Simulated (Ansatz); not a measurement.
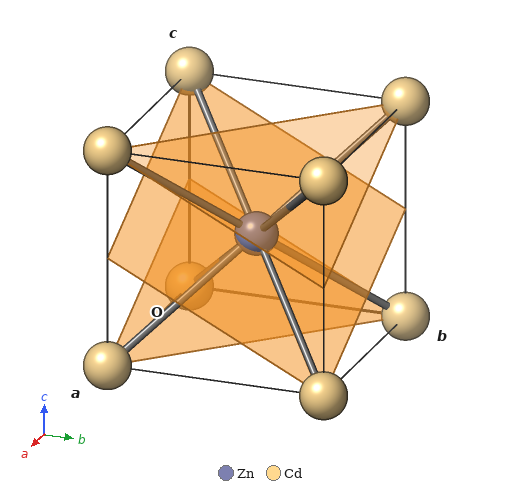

Every member of one family of equally spaced planes, hx + ky + lz = a whole number, that cuts the unit cell is shaded (one member passes through the origin O, touching the cell only at an edge or corner). Crystal: ZnCd, the end point of a relaxation with Ansatz 0.2.0, DFT PBEsol, scalar-relativistic, plane waves, PAW; the starting structure was generated, so it need not be a known form of this composition. Geometry calculated from the standardised cell; symmetry tolerance 0.002 Å.

a = 3.299 Å, b = 3.299 Å, c = 3.299 Å, α = 90.00°, β = 90.00°, γ = 90.00°.

Index the planes.

(1 1 2); the opposite sign names the same planes. The member next to the origin meets the axes a at 1, b at 1, c at 1/2.

What is the spacing?

d = 1.347 Å.

Which atoms of the cell lie in these planes (within 0.03 Å)?

The Zn atom, the Cd atom.

The space group is Pm-3m, No. 221. How many reflections hkl are equivalent to this one (itself included), and does it occur?

24 reflections are equivalent in the Laue class m-3m. The space group allows the reflection.
